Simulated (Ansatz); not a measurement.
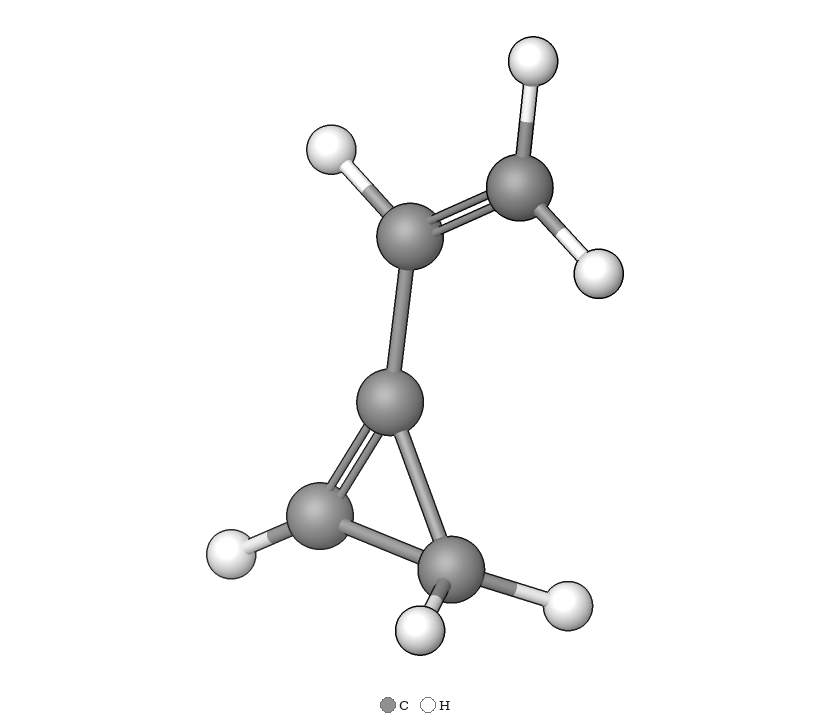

The picture shows the input geometry.

The calculation was set up as follows.

```yaml
crystal:
  periodic: [false, false, false]
  atoms:
    - {symbol: C, position_ang: [0.215516, 0.652217, -1.835705]}
    - {symbol: C, position_ang: [-0.669930, 0.118174, -0.993983]}
    - {symbol: C, position_ang: [-0.342556, -0.222127, 0.353845]}
    - {symbol: C, position_ang: [-0.651902, -0.692283, 1.520633]}
    - {symbol: C, position_ang: [0.760223, -0.224425, 1.366801]}
    - {symbol: H, position_ang: [1.233266, 0.849649, -1.517913]}
    - {symbol: H, position_ang: [-0.052088, 0.903354, -2.854654]}
    - {symbol: H, position_ang: [-1.688559, -0.077254, -1.318417]}
    - {symbol: H, position_ang: [-1.374249, -1.124074, 2.191856]}
    - {symbol: H, position_ang: [1.070338, 0.716187, 1.825422]}
    - {symbol: H, position_ang: [1.565442, -0.956417, 1.282714]}
basis:
  gaussian: {orbitals: def2-TZVPD}
hamiltonian: {xc: {name: BHLYP}}
```

Command:

```sh
ansatz run in.yaml --threads 2 --pin off --events-out ev --progress --plain --max-ram 4352MiB
```

Result:

```
Functional definition: BHLYP
  name "BHLYP"
  cite "Becke, J. Chem. Phys. 98, 1372 (1993) doi:10.1063/1.464304"
  cite "Becke, Phys. Rev. A 38, 3098 (1988) doi:10.1103/PhysRevA.38.3098"
  cite "Lee, Yang & Parr, Phys. Rev. B 37, 785 (1988) doi:10.1103/PhysRevB.37.785"
  parameter a = 0.5
  exchange = (1 - a)*b88_x + a*exact_x
  correlation = lyp_c
1451 factors; their error is unknown
mean field evaluation 1: about -5272.1314 eV, gradient 5.0e1 eV
mean field evaluation 2: about -5274.0863 eV, gradient 4.1e1 eV
mean field evaluation 4: about -5278.1956 eV, gradient 3.3e0 eV
mean field evaluation 8: about -5278.2191 eV, gradient 2.5e-2 eV
mean field evaluation 16: about -5278.2390 eV, gradient 5.6e-5 eV
mean field -5278.23902774 eV, -193.9717065506 hartree, gradient 5.6e-5 eV, S^2 0.000000; 0 other end points of the search recorded, 0 dependent functions left out
reference -5278.23922052 eV, -193.9717136352 hartree; 18, 18 occupied and 221, 221 virtual orbitals, 1451 factors
Total energy: -5278.23922052 eV, -193.9717136352 hartree
```

The calculation finished and met its thresholds.
